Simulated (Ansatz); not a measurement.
# BPN (doublet): correlated methods under varied settings at distance B1–N2 = 1.464 Å

What do other methods and options give for BPN (doublet) at this geometry, and how long do they take?

Program: Ansatz 0.2.0, Gaussian basis. Level of theory: the settings change from run to run. These are calculated values, not measurements.

24 further runs of the same task are left out: 7 for a known fault of the program, 1 for a mislabelled method, 11 that didn't finish, 5 set aside as unsound or not needed.

## (1) The system

The geometry derives from a PBE0/def2-TZVP stationary point (not a proven minimum). One bond is set to the value named and the two fragments are kept rigid.

3 atoms, charge 0, spin multiplicity 2.

Atoms are counted from 1 here; the program's logs count them from 0.

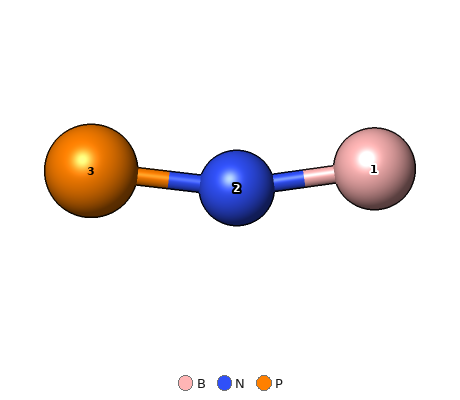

The structure; boron pink, nitrogen blue, phosphorus orange; atoms are numbered from 1 in the order of the file.

## (2) MP2 on UHF/STO-3G

The input, in.yaml:

```yaml
crystal:
  periodic: [false, false, false]
  atoms:
    - {symbol: B, position_ang: [0.000000, -0.104438, 1.475672]}
    - {symbol: N, position_ang: [0.000000, 0.126870, 0.030060]}
    - {symbol: P, position_ang: [0.000000, -0.022432, -1.505732]}
basis:
  gaussian: {orbitals: STO-3G}
magnetization: {spin_polarized: true, initial_magnetization: 1}
correlation: {method: mp2, electrons: outside_noble_gas}
```

The run is started by

```sh
$ ansatz run in.yaml --threads 1 --pin off --events-out ev --progress --plain --max-ram 2393MiB
```

Standard output:

```text
Functional definition: HF
  name "HF"
  cite "Fock, Z. Phys. 61, 126 (1930) doi:10.1007/BF01340294"
  parent pbe
  exchange = exact_x
  correlation = 0
224 factors; integrals over basis functions are off by at most 6.5e-5 eV
mean field evaluation 1: about -11287.7899 eV, gradient 1.2e1 eV
mean field evaluation 2: about -11287.8305 eV, gradient 1.2e1 eV
mean field evaluation 4: about -11288.9379 eV, gradient 1.3e0 eV
mean field evaluation 8: about -11289.0024 eV, gradient 4.5e-1 eV
mean field evaluation 16: about -11289.6511 eV, gradient 5.7e-5 eV
mean field evaluation 32: about -11289.6157 eV, gradient 2.8e-1 eV
mean field evaluation 64: about -11284.5186 eV, gradient 8.4e0 eV
mean field evaluation 96: about -11289.3963 eV, gradient 4.4e-5 eV
mean field evaluation 128: about -11288.9489 eV, gradient 3.5e-2 eV
mean field evaluation 160: about -11285.1353 eV, gradient 1.2e1 eV
mean field evaluation 192: about -11289.0545 eV, gradient 2.9e-1 eV
mean field evaluation 224: about -11289.1207 eV, gradient 9.7e-1 eV
mean field evaluation 256: about -11288.9744 eV, gradient 4.5e-1 eV
mean field evaluation 288: about -11288.9683 eV, gradient 2.7e-1 eV
mean field -11289.65108056 eV, -414.8870248102 hartree, gradient 2.4e-6 eV, S^2 1.705114; 21 other end points of the search recorded, 0 dependent functions left out
7 core orbitals not correlated: weight in the atoms' cores, before any rotation towards them, 1.000 or more for the frozen orbitals, at most 0.000 for the correlated occupied ones
reference -11289.65108056 eV, -414.8870248102 hartree; 7, 6 occupied and 5, 6 virtual orbitals, 224 factors
second order -2.53045440 eV of doubles, -0.00000000 eV of singles
Total energy: -11292.18153496 eV, -414.9800172941 hartree
```

It took 2 s on 1 thread of Arm Neoverse N1, shared host.

From the report: ⟨S²⟩ of the determinant 1.705 (pure doublet: 0.75). The determinant is far from a pure spin state, so its energy mixes those of several spin states (harmless only where they are near-degenerate, as at dissociation).

## (3) NEVPT2(9,6)/def2-SVP

The input, in.yaml:

```yaml
crystal:
  periodic: [false, false, false]
  atoms:
    - {symbol: B, position_ang: [0.000000, -0.104438, 1.475672]}
    - {symbol: N, position_ang: [0.000000, 0.126870, 0.030060]}
    - {symbol: P, position_ang: [0.000000, -0.022432, -1.505732]}
basis:
  gaussian: {orbitals: def2-SVP}
magnetization: {spin_polarized: false, initial_magnetization: 1}
hamiltonian: {pseudopotentials: {relativity: none}}
correlation: {method: sc_nevpt2, electrons: valence, active_space: {window: {electrons: 9, orbitals: 6}, states: [{multiplicity: 2, weights: [1, 1]}], root: 1}}
```

Same command.

Standard output (excerpt; [...] marks lines left out):

```text
Functional definition: HF
  name "HF"
  cite "Fock, Z. Phys. 61, 126 (1930) doi:10.1007/BF01340294"
  parent pbe
[...]
778 factors; integrals over basis functions are off by at most 1.9e-7 eV
[...]
mean field -11417.68049369 eV, -419.5920189611 hartree, gradient 2.0e-6 eV, S^2 0.750000; 10 other end points of the search recorded, 0 dependent functions left out
reference -11417.68049369 eV, -419.5920189611 hartree; 14, 13 occupied and 32, 33 virtual orbitals, 778 factors
state -11418.52824751 eV, -419.6231733394 hartree
state -11418.50920397 eV, -419.6224735023 hartree
state -11418.52824751 eV, -419.6231733394 hartree; corrected -11425.67823309 eV, -419.8859304631 hartree
state -11418.50920397 eV, -419.6224735023 hartree; corrected -11425.66949730 eV, -419.8856094289 hartree
Total energy: -11425.66949730 eV, -419.8856094289 hartree
```

Run time: 6.5 s. Hardware: 1 thread of Arm Neoverse N1, shared host.

From the report: 44 determinants; active occupations (of the averaged states) 2.00, 1.99, 1.95, 1.95, 0.56, 0.56.

## (4) CASSCF(9,5)/cc-pVDZ

The input, in.yaml:

```yaml
crystal:
  periodic: [false, false, false]
  atoms:
    - {symbol: B, position_ang: [0.000000, -0.104438, 1.475672]}
    - {symbol: N, position_ang: [0.000000, 0.126870, 0.030060]}
    - {symbol: P, position_ang: [0.000000, -0.022432, -1.505732]}
basis:
  gaussian: {orbitals: cc-pVDZ, point_charges: [{charge: 0.50, position_ang: [2.581, 0.168, -0.300]}]}
magnetization: {spin_polarized: false, initial_magnetization: 1}
hamiltonian: {pseudopotentials: {relativity: scalar}}
correlation: {active_space: {window: {electrons: 9, orbitals: 5}, states: [{multiplicity: 2, weights: [1, 1, 1, 1]}]}}
accuracy: high
```

Same command.

Standard output (excerpt; [...] marks lines left out):

```text
Functional definition: HF
  name "HF"
  cite "Fock, Z. Phys. 61, 126 (1930) doi:10.1007/BF01340294"
  parent pbe
[...]
932 factors; integrals over basis functions are off by at most 3.1e-9 eV
[...]
mean field -11443.34783088 eV, -420.5352762050 hartree, gradient 6.7e-8 eV, S^2 0.750000; 6 other end points of the search recorded, 0 dependent functions left out
reference -11443.34783088 eV, -420.5352762050 hartree; 14, 13 occupied and 32, 33 virtual orbitals, 932 factors
state -11442.90811492 eV, -420.5191169416 hartree
state -11439.90332269 eV, -420.4086928639 hartree
state -11438.46207951 eV, -420.3557281539 hartree
state -11437.41106638 eV, -420.3171041340 hartree
Total energy: -11439.67114588 eV, -420.4001605233 hartree
Relativity: scalar
```

Run time: 6 s. Hardware: 1 thread of Arm Neoverse N1, shared host.

From the report: 5 determinants; active occupations (of the averaged states) 2.00, 1.75, 1.75, 1.75, 1.75.

## (5) CCSD on ROHF/6-31G

The input, in.yaml:

```yaml
crystal:
  periodic: [false, false, false]
  atoms:
    - {symbol: B, position_ang: [0.000000, -0.104438, 1.475672]}
    - {symbol: N, position_ang: [0.000000, 0.126870, 0.030060]}
    - {symbol: P, position_ang: [0.000000, -0.022432, -1.505732]}
basis:
  gaussian: {orbitals: 6-31G}
magnetization: {spin_polarized: false, initial_magnetization: 1}
correlation: {method: ccsd, electrons: valence}
scf: {lower_state_search: full}
```

The command is unchanged.

Standard output (excerpt; [...] marks lines left out):

```text
Functional definition: HF
  name "HF"
  cite "Fock, Z. Phys. 61, 126 (1930) doi:10.1007/BF01340294"
  parent pbe
[...]
398 factors; integrals over basis functions are off by at most 9.6e-5 eV
[...]
mean field -11419.88105839 eV, -419.6728882224 hartree, gradient 8.2e-9 eV, S^2 0.750000; 18 other end points of the search recorded, 0 dependent functions left out
[...]
determinant -11419.88105839 eV, -419.6728882224 hartree, with singles and doubles -11425.94972359 eV, -419.8959075550 hartree
determinant -11419.86565030 eV, -419.6723219854 hartree, with singles and doubles -11425.94690472 eV, -419.8958039635 hartree
determinant -11418.00948365 eV, -419.6041091193 hartree, with singles and doubles -11424.28895542 eV, -419.8348754506 hartree
determinant -11419.88105839 eV, -419.6728882224 hartree, with singles and doubles -11425.95027216 eV, -419.8959277147 hartree
determinant -11419.86565030 eV, -419.6723219854 hartree, with singles and doubles -11425.94838603 eV, -419.8958584007 hartree
unrestricted determinant -11420.12283933 eV, -419.6817735082 hartree, S^2 1.4539
7 core orbitals not correlated: weight in the atoms' cores, before any rotation towards them, 1.000 or more for the frozen orbitals, at most 0.000 for the correlated occupied ones
reference -11419.88105839 eV, -419.6728882224 hartree; 7, 6 occupied and 17, 18 virtual orbitals, 398 factors
second order -5.53574966 eV of doubles, -0.02524089 eV of singles
cycle   1  -6.06921213 eV  change    1.6e-6 eV  update   3.0e-6
WARN: the results are in doubt because among natural orbitals full CI differs from the method by -0.087 eV
Total energy: -11425.95027052 eV, -419.8959276542 hartree
In doubt: among natural orbitals full CI differs from the method by -0.087 eV
```

It took 10 s on 1 thread of Arm Neoverse N1, shared host.

From the report: correlation -6.0692 eV; T1 0.030; largest double amplitude 0.11. Mind the lines of doubt at the end of the log.

## (6) BCCD(T) on ROHF/cc-pVDZ

Edit in.yaml of step 5 so:

```diff
@@ -7,5 +7,6 @@
 basis:
-  gaussian: {orbitals: 6-31G}
+  gaussian: {orbitals: cc-pVDZ}
 magnetization: {spin_polarized: false, initial_magnetization: 1}
-correlation: {method: ccsd, electrons: valence}
-scf: {lower_state_search: full}
+correlation: {method: bccd_t, electrons: outside_noble_gas}
+scf: {lower_state_search: off}
+output: {forces: true}
```

Same command.

Standard output (excerpt; [...] marks lines left out):

```text
Functional definition: HF
  name "HF"
  cite "Fock, Z. Phys. 61, 126 (1930) doi:10.1007/BF01340294"
  parent pbe
[...]
461 factors; integrals over basis functions are off by at most 9.3e-4 eV
[...]
mean field -11422.50436229 eV, -419.7692928628 hartree, gradient 1.9e-6 eV, S^2 0.750000; 1 other end points of the search recorded, 0 dependent functions left out
7 core orbitals not correlated: weight in the atoms' cores, before any rotation towards them, 1.000 or more for the frozen orbitals, at most 0.000 for the correlated occupied ones
reference -11422.50436229 eV, -419.7692928628 hartree; 7, 6 occupied and 32, 33 virtual orbitals, 461 factors
second order -8.58145761 eV of doubles, -0.07259810 eV of singles
cycle   1  -8.85817710 eV  change   -2.0e-1 eV  update   1.2e-1
[...]
cycle   5  -9.38664587 eV  change   -2.6e-9 eV  update   6.8e-9
perturbative correction -0.48124896 eV, -0.0176855730 hartree
[...]
Total energy: -11432.37225712 eV, -420.1319313089 hartree
Atom 0 at     0.000000    -0.104438     1.475672 Å, force    -0.000000     0.280770    -1.396310 eV/Å
Atom 1 at     0.000000     0.126870     0.030060 Å, force     0.000000    -0.184379     2.943130 eV/Å
Atom 2 at     0.000000    -0.022432    -1.505732 Å, force    -0.000000    -0.096391    -1.546820 eV/Å
Dipole moment:    -0.000000     0.008045    -0.754342 e Å
Checks for a lower state left out: starts, cluster_reference, orbital_swaps, neighbouring_geometries, increment
```

Wall time 18 s (1 thread of Arm Neoverse N1, shared host).

From the report: correlation -9.8679 eV; largest double amplitude 0.09.

## (7) CCSDT(Q) on UHF/6-31G

The input, in.yaml:

```yaml
crystal:
  periodic: [false, false, false]
  atoms:
    - {symbol: B, position_ang: [0.000000, -0.104438, 1.475672]}
    - {symbol: N, position_ang: [0.000000, 0.126870, 0.030060]}
    - {symbol: P, position_ang: [0.000000, -0.022432, -1.505732]}
basis:
  gaussian: {orbitals: 6-31G}
magnetization: {spin_polarized: true, initial_magnetization: 1}
correlation: {method: ccsdt_q, electrons: valence}
scf: {lower_state_search: off}
```

Launched as before.

Standard output (excerpt; [...] marks lines left out):

```text
Functional definition: HF
  name "HF"
  cite "Fock, Z. Phys. 61, 126 (1930) doi:10.1007/BF01340294"
  parent pbe
[...]
674 factors; integrals over basis functions are off by at most 8.1e-8 eV
[...]
mean field -11420.12297633 eV, -419.6817785429 hartree, gradient 2.7e-6 eV, S^2 1.453925; 0 other end points of the search recorded, 0 dependent functions left out
7 core orbitals not correlated: weight in the atoms' cores, before any rotation towards them, 1.000 or more for the frozen orbitals, at most 0.000 for the correlated occupied ones
reference -11420.12297633 eV, -419.6817785429 hartree; 7, 6 occupied and 17, 18 virtual orbitals, 674 factors
second order -4.67952399 eV of doubles, -0.00000000 eV of singles
cycle   1  -4.85503650 eV  change   -1.8e-1 eV  update   1.3e-1
[...]
cycle  48  -6.12492688 eV  change   -5.0e-7 eV  update   2.5e-7
perturbative correction -0.04127841 eV, -0.0015169535 hartree
Total energy: -11426.28918162 eV, -419.9083824077 hartree
Checks for a lower state left out: stability, starts, cluster_reference, orbital_swaps, neighbouring_geometries, increment
```

It took 18 s on 1 thread of Arm Neoverse N1, shared host.

From the report: ⟨S²⟩ of the determinant 1.454 (pure doublet: 0.75); correlation -6.1662 eV; T1 0.100; largest double amplitude 0.13. The determinant is far from a pure spin state, so its energy mixes those of several spin states (harmless only where they are near-degenerate, as at dissociation).

## (8) BCCD on ROHF/cc-pVDZ

The input, in.yaml:

```yaml
crystal:
  periodic: [false, false, false]
  atoms:
    - {symbol: B, position_ang: [0.000000, -0.104438, 1.475672]}
    - {symbol: N, position_ang: [0.000000, 0.126870, 0.030060]}
    - {symbol: P, position_ang: [0.000000, -0.022432, -1.505732]}
basis:
  gaussian: {orbitals: cc-pVDZ}
magnetization: {spin_polarized: false, initial_magnetization: 1}
correlation: {method: bccd, electrons: outside_noble_gas}
scf: {lower_state_search: off}
output: {forces: true}
```

The command is unchanged.

Standard output (excerpt; [...] marks lines left out):

```text
Functional definition: HF
  name "HF"
  cite "Fock, Z. Phys. 61, 126 (1930) doi:10.1007/BF01340294"
  parent pbe
[...]
461 factors; integrals over basis functions are off by at most 9.3e-4 eV
[...]
mean field -11422.50436229 eV, -419.7692928628 hartree, gradient 1.9e-6 eV, S^2 0.750000; 1 other end points of the search recorded, 0 dependent functions left out
7 core orbitals not correlated: weight in the atoms' cores, before any rotation towards them, 1.000 or more for the frozen orbitals, at most 0.000 for the correlated occupied ones
reference -11422.50436229 eV, -419.7692928628 hartree; 7, 6 occupied and 32, 33 virtual orbitals, 461 factors
second order -8.58145761 eV of doubles, -0.07259810 eV of singles
cycle   1  -8.85817710 eV  change   -2.0e-1 eV  update   1.2e-1
[...]
cycle   5  -9.38664587 eV  change   -2.6e-9 eV  update   6.8e-9
[...]
Total energy: -11431.89100816 eV, -420.1142457359 hartree
Atom 0 at     0.000000    -0.104438     1.475672 Å, force    -0.000000     0.309257    -1.614032 eV/Å
Atom 1 at     0.000000     0.126870     0.030060 Å, force     0.000000    -0.267494     2.537436 eV/Å
Atom 2 at     0.000000    -0.022432    -1.505732 Å, force    -0.000000    -0.041763    -0.923404 eV/Å
Dipole moment:    -0.000000     0.002808    -0.757727 e Å
Checks for a lower state left out: starts, cluster_reference, orbital_swaps, neighbouring_geometries, increment
```

Wall time 16 s (1 thread of Arm Neoverse N1, shared host).

From the report: correlation -9.3866 eV; largest double amplitude 0.09.

## (9) CCSD on ROHF/6-31++G**

The input, in.yaml:

```yaml
crystal:
  periodic: [false, false, false]
  atoms:
    - {symbol: B, position_ang: [0.000000, -0.104438, 1.475672]}
    - {symbol: N, position_ang: [0.000000, 0.126870, 0.030060]}
    - {symbol: P, position_ang: [0.000000, -0.022432, -1.505732]}
basis:
  gaussian: {orbitals: "6-31++G**"}
magnetization: {spin_polarized: false, initial_magnetization: 1}
hamiltonian: {pseudopotentials: {relativity: scalar}}
correlation: {method: ccsd, electrons: outside_noble_gas}
```

The command is unchanged.

Standard output (excerpt; [...] marks lines left out):

```text
Functional definition: HF
  name "HF"
  cite "Fock, Z. Phys. 61, 126 (1930) doi:10.1007/BF01340294"
  parent pbe
[...]
534 factors; integrals over basis functions are off by at most 1.1e-3 eV
[...]
mean field -11442.93966825 eV, -420.5202765050 hartree, gradient 4.9e-9 eV, S^2 0.750000; 11 other end points of the search recorded, 0 dependent functions left out
[...]
determinant -11442.93966825 eV, -420.5202765050 hartree, with singles and doubles -11452.33497588 eV, -420.8655476921 hartree
determinant -11442.91851709 eV, -420.5194992143 hartree, with singles and doubles -11452.32406558 eV, -420.8651467462 hartree
determinant -11440.75312787 eV, -420.4399226284 hartree, with singles and doubles -11450.27311767 eV, -420.7897758004 hartree
determinant -11433.52861389 eV, -420.1744266363 hartree, with singles and doubles -11442.94952182 eV, -420.5206386171 hartree
determinant -11442.93966825 eV, -420.5202765050 hartree, with singles and doubles -11452.32790365 eV, -420.8652877924 hartree
determinant -11442.91851709 eV, -420.5194992143 hartree, with singles and doubles -11452.31882285 eV, -420.8649540794 hartree
7 core orbitals not correlated: weight in the atoms' cores, before any rotation towards them, 1.000 or more for the frozen orbitals, at most 0.000 for the correlated occupied ones
reference -11442.93966825 eV, -420.5202765050 hartree; 7, 6 occupied and 47, 48 virtual orbitals, 534 factors
second order -8.60416065 eV of doubles, -0.06454917 eV of singles
cycle   1  -9.38823649 eV  change   -1.1e-6 eV  update   2.0e-6
Total energy: -11452.32790474 eV, -420.8652878325 hartree
Relativity: scalar
```

It took 29 s on 1 thread of Arm Neoverse N1, shared host.

From the report: correlation -9.3882 eV; T1 0.028; largest double amplitude 0.08.

## (10) MP2 on UHF/cc-pVDZ

The input, in.yaml:

```yaml
crystal:
  periodic: [false, false, false]
  atoms:
    - {symbol: B, position_ang: [0.000000, -0.104438, 1.475672]}
    - {symbol: N, position_ang: [0.000000, 0.126870, 0.030060]}
    - {symbol: P, position_ang: [0.000000, -0.022432, -1.505732]}
basis:
  gaussian: {orbitals: cc-pVDZ}
magnetization: {spin_polarized: true, initial_magnetization: 1}
correlation: {method: mp2, electrons: outside_noble_gas}
accuracy: high
```

The command is unchanged.

Standard output (excerpt; [...] marks lines left out):

```text
Functional definition: HF
  name "HF"
  cite "Fock, Z. Phys. 61, 126 (1930) doi:10.1007/BF01340294"
  parent pbe
[...]
932 factors; integrals over basis functions are off by at most 3.1e-9 eV
[...]
mean field -11422.70813082 eV, -419.7767812181 hartree, gradient 2.6e-8 eV, S^2 1.285193; 19 other end points of the search recorded, 0 dependent functions left out
7 core orbitals not correlated: weight in the atoms' cores, before any rotation towards them, 1.000 or more for the frozen orbitals, at most 0.000 for the correlated occupied ones
reference -11422.70813082 eV, -419.7767812181 hartree; 7, 6 occupied and 32, 33 virtual orbitals, 932 factors
second order -7.94880647 eV of doubles, -0.00000000 eV of singles
Total energy: -11430.65693730 eV, -420.0688944681 hartree
```

Wall time 12 s (1 thread of Arm Neoverse N1, shared host).

From the report: ⟨S²⟩ of the determinant 1.285 (pure doublet: 0.75). The determinant is far from a pure spin state, so its energy mixes those of several spin states (harmless only where they are near-degenerate, as at dissociation).

## (11) The runs in one table

Where basis and cores are those of an earlier RCCSDT(Q)/cc-pVDZ run (-11432.4432 eV), and the state is the same kind, the miss against it is given. † marks a result that the program doubts.

```
                                                                              level         correlated  functions  energy (eV)  from RCCSDT(Q) (meV)   time
                                                                  MP2 on UHF/STO-3G  outside noble gas         19  -11292.1815                          2 s
                                NEVPT2(9,6)/def2-SVP (excited root 1 of an average)            valence         46  -11425.6695                        6.5 s
CASSCF(9,5)/cc-pVDZ (mean of several states, beside a point charge, relativity set)                            46  -11439.6711                          6 s
                                                               CCSD on ROHF/6-31G †            valence         31  -11425.9503                         10 s
                                                            BCCD(T) on ROHF/cc-pVDZ  outside noble gas         46  -11432.3723                  70.9   18 s
                                                              CCSDT(Q) on UHF/6-31G            valence         31  -11426.2892                         18 s
                                                               BCCD on ROHF/cc-pVDZ  outside noble gas         46  -11431.8910                 552.1   16 s
                                            CCSD on ROHF/6-31++G** (relativity set)  outside noble gas         61  -11452.3279                         29 s
                                                                 MP2 on UHF/cc-pVDZ  outside noble gas         46  -11430.6569                1786.2   12 s
```

## (12) Summary of results

| quantity | value |
| --- | --- |
| runs | 9 |
| quickest | MP2 on UHF/STO-3G, 2 s |
| slowest | CCSD on ROHF/6-31++G** (relativity set), 29 s |

In words: Total energies in different bases, with other cores or another treatment of relativity can't be set against each other. CCSD on ROHF/6-31++G** (relativity set) took 14 times as long as MP2 on UHF/STO-3G; the jobs differ in more than the method. Among the correlated runs with a miss given, it spans +71 to +1786 meV.
